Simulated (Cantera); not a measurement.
A closed system holds: 1 mol SiH4, 2.1 mol NH3, 15 mol N2, at 2.63 Torr.

Method: chemical equilibrium by Gibbs-energy minimisation in Cantera with the NASA 1993 tables (ideal gas, pure condensed phases). Candidate condensed phases: Si, Si3N4; 18 gas species. The tables' values for SiN are old estimates; treat these amounts as uncertain. Gases not in the tables: Si2H6 and higher silanes. The numbers say what is thermodynamically allowed, not how fast it happens.

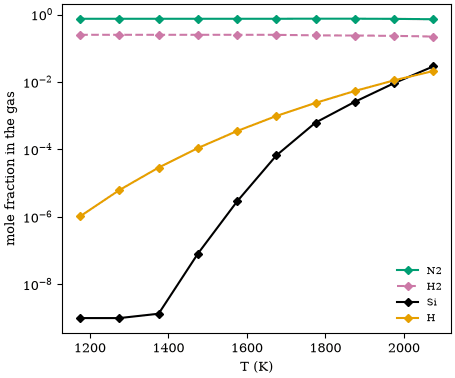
Figure. Equilibrium gas composition (values under 1e-9 drawn at 1e-9)

From 1175 K to 1675 K the condensed part is Si3N4(s). From 1775 K to 2075 K the condensed part is Si(l).
